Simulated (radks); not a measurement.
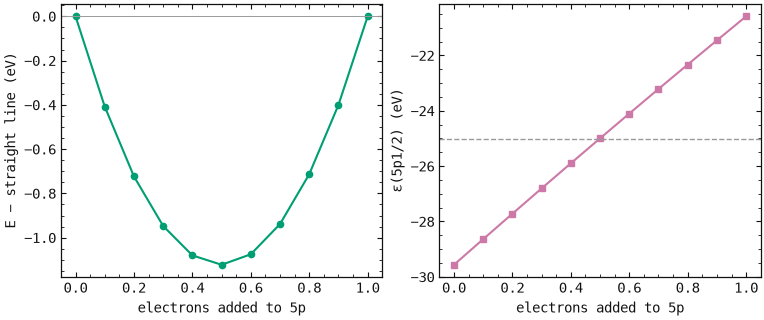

Computed with the in-house radial solver radks: Dirac Kohn-Sham, PBE, spin-unpolarised, spherical densities, point nucleus. The occupation of the 5p shell is varied from Sb³⁺ ([Kr] 4d10 5s2) to Sb²⁺ ([Kr] 4d10 5s2 5p1 (5p1/2: 1)), with spherical fractional occupations. The plot shows the total energy less the straight line between the end points, and the eigenvalue of 5p1/2 (the dashed line is minus the energy to take the whole electron out).

> Describe the curve.

The curve is convex (below the straight line), with the largest deviation among the points computed, −1.12 eV, at 0.5. The end points differ by 25.0 eV, the energy to take the electron out. The eigenvalue, which is the slope of the energy (Janak's theorem), moves from −29.6 eV at 0 to −20.6 eV at 1; for a straight line it would stay constant, and a parabola would sag by an eighth of this change, scaled to a whole electron, 1.12 eV. Convexity is the mark of the delocalisation error, which puts fractional charges too low; for p, d and f shells the spherical spreading of the fraction adds to it.
